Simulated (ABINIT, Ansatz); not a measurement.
## SiPbSe3 (Pm-3m): zone-centre phonons

Which modes does SiPbSe3 (Pm-3m) have at the zone centre?

Program: ABINIT 10.8.3. Level of theory: DFT LDA, scalar-relativistic, plane waves, HGH norm-conserving pseudopotentials. Results are calculated unless marked as measured.

The structure was built from a prototype and need not be the compound's stable phase.

### 1. The starting structure

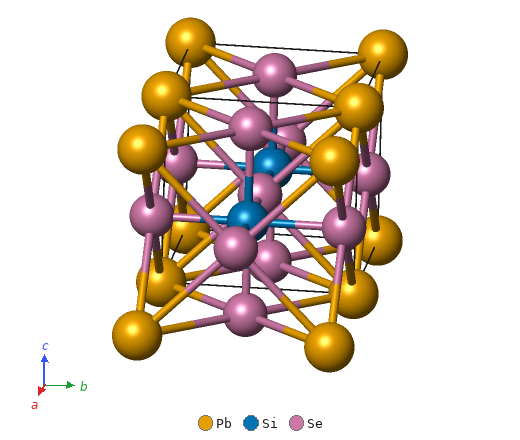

The starting structure, seen slightly off an axis (lead orange, silicon blue, selenium pink). 2×1×1 cells are drawn. Some periodic images of atoms are drawn too.

### 2. A probe with smearing

A first run with smearing and empty bands tells whether the crystal has a gap, which decides between fixed occupations and smearing later on.

Input file probe.abi:

```
# ground state
tolvrs 1.0d-08
prtden 1
prtwf 1

# basis, mesh and filling
ecut 20.0
ixc 7
ngkpt 4 4 4
nshiftk 1
shiftk 0.0 0.0 0.0
istwfk *1
occopt 7
tsmear 0.005
nband 20
nstep 100
diemac 9.0
prtebands 0
prtgsr 0

# cell and atoms
acell 3*1.0 Angstrom
rprim 
    4.6172 0.0 0.0
    0.0 4.6172 0.0
    0.0 0.0 4.6172
ntypat 3
znucl 82 14 34
natom 5
typat 1 2 3 3 3
xred 
    0.0 0.0 0.0
    0.5 0.5 0.5
    0.5 0.5 0.0
    0.5 0.0 0.5
    0.0 0.5 0.5
pp_dirpath "./pseudo"
pseudos "Pb.hgh, Si.hgh, Se.hgh"
```

On the command line:

```console
OMP_NUM_THREADS=1 mpirun -n 4 abinit probe.abi > probe.log
```

Numbers of over 12 decimals in the logs are rounded to 6 here.

probe.abo, the main output file:

```text
[banners, grids, parts of the stress and lines that vanish by symmetry left out]
- input  file    -> probe.abi
- output file    -> probe.abo
- root for input  files -> probei
[...]
Symmetries : space group Pm -3 m (#221); Bravais cP (primitive cubic)
[...]
mpw =        2897          nfft =       46656          nkpt =          10
[...]
== DATASET  1 ==================================================================
[...]
cutoff_energies: {ecut:  20.0, pawecutdg:  -1.0, }
[...]
Exchange-correlation functional for the present dataset will be:
  LDA: Perdew-Wang 92 LSD fit to Ceperley-Alder data - ixc=7
[...]
ETOT  1  -36.063428142114    -3.606E+01 1.471E-02 1.202E+02
 ETOT  2  -36.105299668121    -4.187E-02 1.028E-03 1.140E+00
 ETOT  3  -36.105790725473    -4.911E-04 4.987E-04 1.220E-01
 ETOT  4  -36.105842527276    -5.180E-05 1.505E-03 2.118E-03
 ETOT  5  -36.105843194934    -6.677E-07 3.365E-05 7.953E-05
 ETOT  6  -36.105843210003    -1.507E-08 1.738E-05 1.095E-06
 ETOT  7  -36.105843210272    -2.689E-10 1.124E-05 1.110E-08
 ETOT  8  -36.105843210275    -3.119E-12 8.876E-06 9.417E-11
 At SCF step    8       vres2   =  9.42E-11 < tolvrs=  1.00E-08 =>converged.
[...]
sigma(1 1)= -3.01255389E-04  sigma(3 2)=  0.00000000E+00
  sigma(2 2)= -3.01255389E-04  sigma(3 1)=  0.00000000E+00
  sigma(3 3)= -3.01255389E-04  sigma(2 1)=  0.00000000E+00
[...]
convergence: {deltae: -3.119E-12, res2:  9.417E-11, residm:  8.876E-06, diffor: null, }
etotal    :  -3.61058432E+01
[...]
sigma(1 1)= -3.01255389E-04  sigma(3 2)=  0.00000000E+00
  sigma(2 2)= -3.01255389E-04  sigma(3 1)=  0.00000000E+00
  sigma(3 3)= -3.01255389E-04  sigma(2 1)=  0.00000000E+00
[...]
- sigma(1 1)= -8.86323955E+00  sigma(3 2)=  0.00000000E+00
- sigma(2 2)= -8.86323955E+00  sigma(3 1)=  0.00000000E+00
- sigma(3 3)= -8.86323955E+00  sigma(2 1)=  0.00000000E+00
[...]
fcart     -0.0000000000E+00 -0.0000000000E+00 -0.0000000000E+00
           strten     -3.0125538908E-04 -3.0125538908E-04 -3.0125538908E-04
================================================================================

[key lines of the parts left out:]
pressure_GPa:   8.8632E+00
```

The job ended after 5.2 s (4 MPI ranks of Arm Neoverse V1, shared host; 20 s of CPU time).

This step gave:

```yaml
volume_per_atom: 19.69 Å³
pressure: 8.863 GPa
gap_on_the_k_mesh: 0 eV
```

No gap opens on this mesh, so smearing is kept; the printed pressure holds the stress of the finite basis too.

### 3. Rough relaxation

The typed start is rough, so a first relaxation with smearing and loose thresholds takes it towards rest cheaply.

Input file prerelax.abi:

```
# relaxation
ionmov 2
optcell 2
dilatmx 1.15
chkdilatmx 0
ntime 40
tolmxf 3.0d-04
tolvrs 1.0d-10
prtwf 0
prtden 0
chksymtnons 0

# basis, mesh and filling
ecut 21.0
ecutsm 3.0
ixc 7
ngkpt 4 4 4
nshiftk 1
shiftk 0.0 0.0 0.0
istwfk *1
occopt 7
tsmear 0.005
nband 20
nstep 100
diemac 1000000.0
prtebands 0
prtgsr 0

# cell and atoms
acell 3*1.0 Angstrom
rprim 
    4.6172 0.0 0.0
    0.0 4.6172 0.0
    0.0 0.0 4.6172
ntypat 3
znucl 82 14 34
natom 5
typat 1 2 3 3 3
xred 
    0.0 0.0 0.0
    0.5 0.5 0.5
    0.5 0.5 0.0
    0.5 0.0 0.5
    0.0 0.5 0.5
pp_dirpath "./pseudo"
pseudos "Pb.hgh, Si.hgh, Se.hgh"
```

On the command line:

```console
OMP_NUM_THREADS=1 mpirun -n 4 abinit prerelax.abi > prerelax.log
```

prerelax.abo, the main output file:

```text
[banners, grids, parts of the stress and lines that vanish by symmetry left out]
- input  file    -> prerelax.abi
- output file    -> prerelax.abo
- root for input  files -> prerelaxi
[...]
Symmetries : space group Pm -3 m (#221); Bravais cP (primitive cubic)
[...]
mpw =        4697          nfft =       91125          nkpt =          10
[...]
== DATASET  1 ==================================================================
[...]
cutoff_energies: {ecut:  21.0, pawecutdg:  -1.0, }
[...]
Exchange-correlation functional for the present dataset will be:
  LDA: Perdew-Wang 92 LSD fit to Ceperley-Alder data - ixc=7
[...]
ETOT  1  -36.063419680771    -3.606E+01 1.845E-02 2.323E+02
 ETOT  2  -36.104244976690    -4.083E-02 2.078E-03 4.572E+00
 ETOT  3  -36.104805137840    -5.602E-04 6.891E-04 1.743E-01
 ETOT  4  -36.104843818741    -3.868E-05 3.614E-04 1.467E-03
[...]
ETOT  7  -36.118473837713     1.279E-13 8.322E-05 1.994E-12
 At SCF step    7       vres2   =  1.99E-12 < tolvrs=  1.00E-10 =>converged.
[...]
sigma(1 1)= -5.32681203E-08  sigma(3 2)=  0.00000000E+00
  sigma(2 2)= -5.32681203E-08  sigma(3 1)=  0.00000000E+00
  sigma(3 3)= -5.32681203E-08  sigma(2 1)=  0.00000000E+00
[...]
convergence: {deltae:  1.279E-13, res2:  1.994E-12, residm:  8.322E-05, diffor: null, }
etotal    :  -3.61184738E+01
[...]
At Broyd/MD step   5, gradients are converged :
[...]
sigma(1 1)= -5.32681203E-08  sigma(3 2)=  0.00000000E+00
  sigma(2 2)= -5.32681203E-08  sigma(3 1)=  0.00000000E+00
  sigma(3 3)= -5.32681203E-08  sigma(2 1)=  0.00000000E+00
[...]
- sigma(1 1)= -1.56720221E-03  sigma(3 2)=  0.00000000E+00
- sigma(2 2)= -1.56720221E-03  sigma(3 1)=  0.00000000E+00
- sigma(3 3)= -1.56720221E-03  sigma(2 1)=  0.00000000E+00
[...]
fcart     -0.0000000000E+00 -0.0000000000E+00 -0.0000000000E+00
           strten     -5.3268120287E-08 -5.3268120288E-08 -5.3268120288E-08
================================================================================

[key lines of the parts left out:]
pressure_GPa:   1.5672E-03
Total energy (etotal) [Ha]= -3.61184738377128E+01
```

Wall time 45 s (4 MPI ranks).

The steps of the relaxation:

```tsv
step	energy less that of the first step (eV)	largest force (eV/Å)	volume (Å³)
1	0.0000	0.0000	98.43
2	-0.1680	0.0000	101.55
3	-0.3657	0.0000	109.75
4	-0.3708	0.0000	111.27
5	-0.3709	0.0000	111.44
```

```tsv
conventional cell, symmetrised	before	after	change
a (Å)	4.617	4.812	+4.2 %
b (Å)	4.617	4.812	+4.2 %
c (Å)	4.617	4.812	+4.2 %
volume (Å³/atom)	19.69	22.29	+13.2 %
```

The relaxed structure:

```
Pb Si Se
1.0
     4.81228    0.00000    0.00000
     0.00000    4.81228    0.00000
     0.00000    0.00000    4.81228
Pb Si Se
1 1 3
Direct
  0.00000 0.00000 0.00000
  0.50000 0.50000 0.50000
  0.50000 0.50000 0.00000
  0.50000 0.00000 0.50000
  0.00000 0.50000 0.50000
```

This step gave:

```
volume per atom : 22.29 Å³
pressure        : 0.001567 GPa
```

The volume changes by +13.2 % in this run and stands +13.2 % from the first cell.

### 4. Rough relaxation

The cell changed much, so the rough relaxation is repeated on a basis made for the new cell.

Edit prerelax.abi of step 3 so:

```diff
@@ -31,5 +31,5 @@
 rprim 
-    4.6172 0.0 0.0
-    0.0 4.6172 0.0
-    0.0 0.0 4.6172
+    4.812281228 0.0 0.0
+    0.0 4.812281228 0.0
+    0.0 0.0 4.812281228
 ntypat 3
```

prerelax.abo, the main output file:

```text
[banners, grids, parts of the stress and lines that vanish by symmetry left out]
- input  file    -> prerelax.abi
- output file    -> prerelax.abo
- root for input  files -> prerelaxi
[...]
Symmetries : space group Pm -3 m (#221); Bravais cP (primitive cubic)
[...]
mpw =        5294          nfft =       91125          nkpt =          10
[...]
== DATASET  1 ==================================================================
[...]
cutoff_energies: {ecut:  21.0, pawecutdg:  -1.0, }
[...]
Exchange-correlation functional for the present dataset will be:
  LDA: Perdew-Wang 92 LSD fit to Ceperley-Alder data - ixc=7
[...]
ETOT  1  -36.068292557732    -3.607E+01 2.096E-02 2.323E+02
 ETOT  2  -36.115976474196    -4.768E-02 1.856E-03 1.435E+01
 ETOT  3  -36.118176559429    -2.200E-03 3.385E-04 1.182E+00
 ETOT  4  -36.118470166876    -2.936E-04 2.327E-04 1.911E-02
 ETOT  5  -36.118473638773    -3.472E-06 1.105E-04 1.479E-03
 ETOT  6  -36.118473836679    -1.979E-07 1.096E-04 1.010E-05
 ETOT  7  -36.118473837662    -9.834E-10 7.802E-05 3.417E-07
 ETOT  8  -36.118473837713    -5.074E-11 6.307E-05 7.359E-10
 ETOT  9  -36.118473837714    -1.009E-12 8.190E-05 6.254E-11
 At SCF step    9       vres2   =  6.25E-11 < tolvrs=  1.00E-10 =>converged.
[...]
sigma(1 1)= -5.34215409E-08  sigma(3 2)=  0.00000000E+00
  sigma(2 2)= -5.34215409E-08  sigma(3 1)=  0.00000000E+00
  sigma(3 3)= -5.34215409E-08  sigma(2 1)=  0.00000000E+00
[...]
convergence: {deltae: -1.009E-12, res2:  6.254E-11, residm:  8.190E-05, diffor: null, }
etotal    :  -3.61184738E+01
[...]
At Broyd/MD step   1, gradients are converged :
[...]
sigma(1 1)= -5.34215409E-08  sigma(3 2)=  0.00000000E+00
  sigma(2 2)= -5.34215409E-08  sigma(3 1)=  0.00000000E+00
  sigma(3 3)= -5.34215409E-08  sigma(2 1)=  0.00000000E+00
[...]
- sigma(1 1)= -1.57171600E-03  sigma(3 2)=  0.00000000E+00
- sigma(2 2)= -1.57171600E-03  sigma(3 1)=  0.00000000E+00
- sigma(3 3)= -1.57171600E-03  sigma(2 1)=  0.00000000E+00
[...]
fcart     -0.0000000000E+00 -0.0000000000E+00 -0.0000000000E+00
           strten     -5.3421540876E-08 -5.3421540875E-08 -5.3421540874E-08
================================================================================

[key lines of the parts left out:]
pressure_GPa:   1.5717E-03
Total energy (etotal) [Ha]= -3.61184738377140E+01
```

Wall time 11 s (4 MPI ranks).

Little changed from the start: no atom moved by 0.005 Å and no cell edge by 0.1 %.

This step gave:

```
pressure : 0.001572 GPa
```

The volume changes by +0.0 % in this run and stands +13.2 % from the first cell.

### 5. Relaxing the cell and atoms

The harmonic expansion needs vanishing forces, and a free crystal bears no stress, so cell and atoms are brought to rest. Stress is more sensitive to the basis than forces are: the last 3 Ha under the cutoff are smoothed with ecutsm, and the cutoff is raised above that of the later runs.

Input file relax.abi:

```
# relaxation
ionmov 2
optcell 2
dilatmx 1.08
ntime 40
tolmxf 1.0d-05
tolvrs 1.0d-14
prtwf 0
prtden 0
chksymtnons 0

# basis, mesh and filling
ecut 26.0
ecutsm 3.0
ixc 7
ngkpt 6 6 6
nshiftk 1
shiftk 0.0 0.0 0.0
istwfk *1
occopt 3
tsmear 0.01
nband 20
nstep 100
diemac 1000000.0
prtebands 0
prtgsr 0

# cell and atoms
acell 3*1.0 Angstrom
rprim 
    4.812281231 0.0 0.0
    0.0 4.812281231 0.0
    0.0 0.0 4.812281231
ntypat 3
znucl 82 14 34
natom 5
typat 1 2 3 3 3
xred 
    0.0 0.0 0.0
    0.5 0.5 0.5
    0.5 0.5 0.0
    0.5 0.0 0.5
    0.0 0.5 0.5
pp_dirpath "./pseudo"
pseudos "Pb.hgh, Si.hgh, Se.hgh"
```

On the command line:

```console
OMP_NUM_THREADS=1 mpirun -n 4 abinit relax.abi > relax.log
```

relax.abo, the main output file:

```text
[banners, grids, parts of the stress and lines that vanish by symmetry left out]
- input  file    -> relax.abi
- output file    -> relax.abo
- root for input  files -> relaxi
[...]
Symmetries : space group Pm -3 m (#221); Bravais cP (primitive cubic)
[...]
mpw =        6031          nfft =      110592          nkpt =          20
[...]
== DATASET  1 ==================================================================
[...]
cutoff_energies: {ecut:  26.0, pawecutdg:  -1.0, }
[...]
Exchange-correlation functional for the present dataset will be:
  LDA: Perdew-Wang 92 LSD fit to Ceperley-Alder data - ixc=7
[...]
ETOT  1  -36.085500646463    -3.609E+01 2.092E-02 2.865E+02
 ETOT  2  -36.134464651679    -4.896E-02 6.903E-04 1.818E+01
 ETOT  3  -36.136878806325    -2.414E-03 2.437E-04 1.704E+00
 ETOT  4  -36.137259250142    -3.804E-04 3.301E-04 1.369E-02
 ETOT  5  -36.137260948356    -1.698E-06 1.008E-04 1.911E-03
[...]
At SCF step   11       vres2   =  9.09E-16 < tolvrs=  1.00E-14 =>converged.
[...]
sigma(1 1)= -1.51901093E-05  sigma(3 2)=  0.00000000E+00
  sigma(2 2)= -1.51901093E-05  sigma(3 1)=  0.00000000E+00
  sigma(3 3)= -1.51901093E-05  sigma(2 1)=  0.00000000E+00
[...]
convergence: {deltae:  6.324E-13, res2:  9.093E-16, residm:  2.539E-05, diffor: null, }
etotal    :  -3.61372611E+01
[...]
ETOT  1  -36.137261425344    -3.614E+01 1.368E-05 1.356E-01
[...]
At SCF step    9       vres2   =  3.07E-16 < tolvrs=  1.00E-14 =>converged.
[...]
sigma(1 1)= -1.20853150E-05  sigma(3 2)=  0.00000000E+00
  sigma(2 2)= -1.20853150E-05  sigma(3 1)=  0.00000000E+00
  sigma(3 3)= -1.20853150E-05  sigma(2 1)=  0.00000000E+00
[...]
convergence: {deltae: -4.405E-13, res2:  3.069E-16, residm:  1.454E-06, diffor: null, }
etotal    :  -3.61372752E+01
[...]
ETOT  1  -36.137083982457    -3.614E+01 3.560E-06 2.113E+00
[...]
At SCF step    9       vres2   =  5.10E-15 < tolvrs=  1.00E-14 =>converged.
[...]
sigma(1 1)= -1.19932400E-07  sigma(3 2)=  0.00000000E+00
  sigma(2 2)= -1.19932400E-07  sigma(3 1)=  0.00000000E+00
  sigma(3 3)= -1.19932400E-07  sigma(2 1)=  0.00000000E+00
[...]
convergence: {deltae: -2.771E-13, res2:  5.099E-15, residm:  1.143E-08, diffor: null, }
etotal    :  -3.61372997E+01
[...]
ETOT  1  -36.137299685881    -3.614E+01 9.362E-09 2.105E-04
[...]
ETOT  6  -36.137299707268     3.553E-14 5.741E-09 5.018E-13
 ETOT  7  -36.137299707268     5.187E-13 8.352E-09 2.548E-15
 At SCF step    7       vres2   =  2.55E-15 < tolvrs=  1.00E-14 =>converged.
[...]
sigma(1 1)= -8.93689297E-10  sigma(3 2)=  0.00000000E+00
  sigma(2 2)= -8.93689296E-10  sigma(3 1)=  0.00000000E+00
  sigma(3 3)= -8.93689296E-10  sigma(2 1)=  0.00000000E+00
[...]
convergence: {deltae:  5.187E-13, res2:  2.548E-15, residm:  8.352E-09, diffor: null, }
etotal    :  -3.61372997E+01
[...]
At Broyd/MD step   4, gradients are converged :
[...]
sigma(1 1)= -8.93689297E-10  sigma(3 2)=  0.00000000E+00
  sigma(2 2)= -8.93689296E-10  sigma(3 1)=  0.00000000E+00
  sigma(3 3)= -8.93689296E-10  sigma(2 1)=  0.00000000E+00
[...]
- sigma(1 1)= -2.62932469E-05  sigma(3 2)=  0.00000000E+00
- sigma(2 2)= -2.62932469E-05  sigma(3 1)=  0.00000000E+00
- sigma(3 3)= -2.62932469E-05  sigma(2 1)=  0.00000000E+00
[...]
fcart     -0.0000000000E+00 -0.0000000000E+00 -0.0000000000E+00
           strten     -8.9368929661E-10 -8.9368929596E-10 -8.9368929596E-10
================================================================================

[key lines of the parts left out:]
pressure_GPa:   2.6293E-05
Total energy (etotal) [Ha]= -3.61372997072677E+01
```

The job ended after 69 s (4 MPI ranks).

The steps of the relaxation:

```tsv
step	energy less that of the first step (eV)	largest force (eV/Å)	volume (Å³)
1	0.0000	0.0000	111.44
2	-0.0004	0.0000	111.60
3	-0.0010	0.0000	112.19
4	-0.0010	0.0000	112.20
```

```tsv
conventional cell, symmetrised	before	after	change
a (Å)	4.812	4.823	+0.2 %
b (Å)	4.812	4.823	+0.2 %
c (Å)	4.812	4.823	+0.2 %
volume (Å³/atom)	22.29	22.44	+0.7 %
```

The relaxed structure:

```cif
data_structure
_symmetry_space_group_name_H-M 'P 1'
_symmetry_Int_Tables_number 1
_cell_length_a 4.8232
_cell_length_b 4.8232
_cell_length_c 4.8232
_cell_angle_alpha 90.000
_cell_angle_beta 90.000
_cell_angle_gamma 90.000
_cell_volume 112.20
loop_
_atom_site_label
_atom_site_type_symbol
_atom_site_fract_x
_atom_site_fract_y
_atom_site_fract_z
_atom_site_occupancy
Pb1 Pb 0.00000 0.00000 0.00000 1
Si2 Si 0.50000 0.50000 0.50000 1
Se3 Se 0.50000 0.50000 0.00000 1
Se4 Se 0.50000 0.00000 0.50000 1
Se5 Se 0.00000 0.50000 0.50000 1
```

Read from the output:

* volume per atom: 22.44 Å³
* pressure: 2.63e-5 GPa

The volume changes by +0.7 % in this run and stands +14.0 % from the first cell.

### 6. Ground state

The response is built on these wavefunctions, so the potential is converged far more tightly than an energy would need. Smearing stays on, as the first look found no gap above 0.3 eV.

Input file gs.abi:

```
# ground state
tolvrs 1.0d-16
prtden 1
prtwf 1

# basis, mesh and filling
ecut 20.0
ixc 7
ngkpt 6 6 6
nshiftk 1
shiftk 0.0 0.0 0.0
istwfk *1
occopt 3
tsmear 0.01
nband 20
nstep 100
diemac 1000000.0
prtebands 0
prtgsr 0

# cell and atoms
acell 3*1.0 Angstrom
rprim 
    4.82315431 0.0 0.0
    0.0 4.82315431 0.0
    0.0 0.0 4.82315431
ntypat 3
znucl 82 14 34
natom 5
typat 1 2 3 3 3
xred 
    0.0 0.0 0.0
    0.5 0.5 0.5
    0.5 0.5 0.0
    0.5 0.0 0.5
    0.0 0.5 0.5
pp_dirpath "./pseudo"
pseudos "Pb.hgh, Si.hgh, Se.hgh"
```

On the command line:

```console
OMP_NUM_THREADS=1 mpirun -n 4 abinit gs.abi > gs.log
```

gs.abo, the main output file:

```text
[banners, grids, parts of the stress and lines that vanish by symmetry left out]
- input  file    -> gs.abi
- output file    -> gs.abo
- root for input  files -> gsi
[...]
Symmetries : space group Pm -3 m (#221); Bravais cP (primitive cubic)
[...]
mpw =        3253          nfft =       64000          nkpt =          20
[...]
== DATASET  1 ==================================================================
[...]
cutoff_energies: {ecut:  20.0, pawecutdg:  -1.0, }
[...]
Exchange-correlation functional for the present dataset will be:
  LDA: Perdew-Wang 92 LSD fit to Ceperley-Alder data - ixc=7
[...]
ETOT  1  -36.079517851459    -3.608E+01 2.641E-02 1.643E+02
 ETOT  2  -36.128360919733    -4.884E-02 1.552E-03 1.002E+01
 ETOT  3  -36.130622176055    -2.261E-03 3.462E-04 9.422E-01
 ETOT  4  -36.130989108016    -3.669E-04 2.331E-04 8.374E-03
 ETOT  5  -36.130990953466    -1.845E-06 5.820E-05 1.137E-03
[...]
ETOT 11  -36.130991156520     4.263E-14 7.316E-06 4.432E-16
 ETOT 12  -36.130991156520     5.045E-13 8.715E-06 4.091E-18
 At SCF step   12       vres2   =  4.09E-18 < tolvrs=  1.00E-16 =>converged.
[...]
sigma(1 1)=  3.75286401E-05  sigma(3 2)=  0.00000000E+00
  sigma(2 2)=  3.75286401E-05  sigma(3 1)=  0.00000000E+00
  sigma(3 3)=  3.75286401E-05  sigma(2 1)=  0.00000000E+00
[...]
convergence: {deltae:  5.045E-13, res2:  4.091E-18, residm:  8.715E-06, diffor: null, }
etotal    :  -3.61309912E+01
[...]
sigma(1 1)=  3.75286401E-05  sigma(3 2)=  0.00000000E+00
  sigma(2 2)=  3.75286401E-05  sigma(3 1)=  0.00000000E+00
  sigma(3 3)=  3.75286401E-05  sigma(2 1)=  0.00000000E+00
[...]
- sigma(1 1)=  1.10413071E+00  sigma(3 2)=  0.00000000E+00
- sigma(2 2)=  1.10413071E+00  sigma(3 1)=  0.00000000E+00
- sigma(3 3)=  1.10413071E+00  sigma(2 1)=  0.00000000E+00
[...]
fcart     -0.0000000000E+00 -0.0000000000E+00 -0.0000000000E+00
           strten      3.7528640112E-05  3.7528640112E-05  3.7528640112E-05
================================================================================

[key lines of the parts left out:]
pressure_GPa:  -1.1041E+00
```

Run time: 14 s. Hardware: 4 MPI ranks.

Numbers from this step:

| Item | Value |
| --- | --- |
| pressure | -1.104 GPa |

The cell stands at -1.1 GPa: the relaxation ran with a smoothed and higher cutoff, and the difference is a stress of the finite basis.

(Part 1 of 4 ends here.)

[Host names and launcher messages were left out of these logs when they were recorded.]

[Logs are printed without paths, hosts, clocks, repeated set-up lines and the standing remarks that a program may print on its own settings, such as how far it seeks lower states.]

[Hosts, paths, dates, database ids (printed as entryN), source tags and the programs' standing remarks are cut or masked in the printed files.]
